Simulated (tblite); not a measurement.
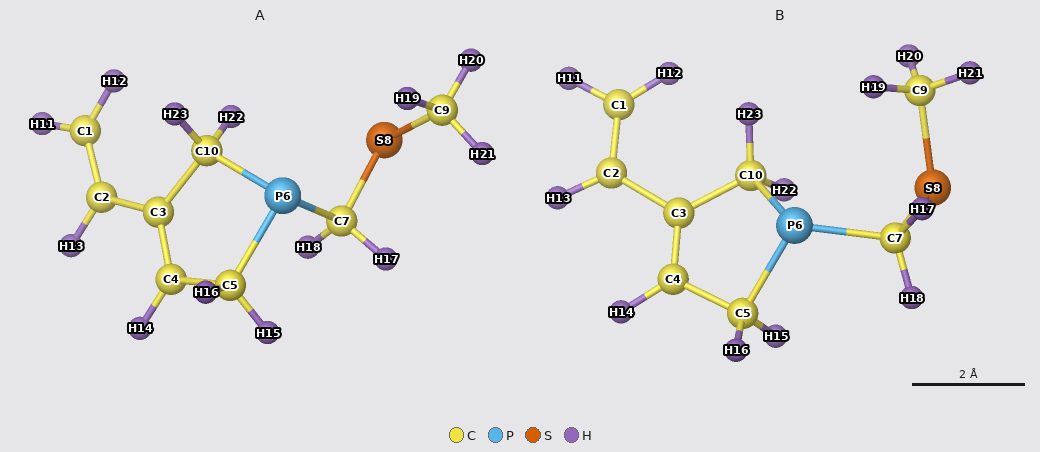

Two geometries of C$_{8}$H$_{13}$PS, drawn at one scale. One is the start of a relaxation, the other its converged end. A ball-and-stick model, seen at a tilt.

Method: GFN2-xTB geometry optimisation, gas phase (tblite). 

Which of the two is the end point?

Structure A is the relaxed one. The energy falls by 29.3 kcal/mol in 222 geometry steps. H18 moves most after the best rigid fit: 2.62 Å. Largest moves by element: H 2.62 Å, C 1.34 Å, S 1.11 Å, P 0.58 Å. Near-neighbour distances that change, for instance: C2–C3 1.517 → 1.448 Å, C3–C4 1.274 → 1.335 Å, C3–C10 1.460 → 1.506 Å, P6–C7 1.833 → 1.874 Å. Bond angles that change, for instance: C7–P6–C10 114.0° → 96.3°, C5–P6–C7 111.3° → 95.7°, H15–C5–H16 115.7° → 107.2°. Groups turn about P6–C7 by about 65°, P6–C10 by about 60°, C4–C5 by about 40°.
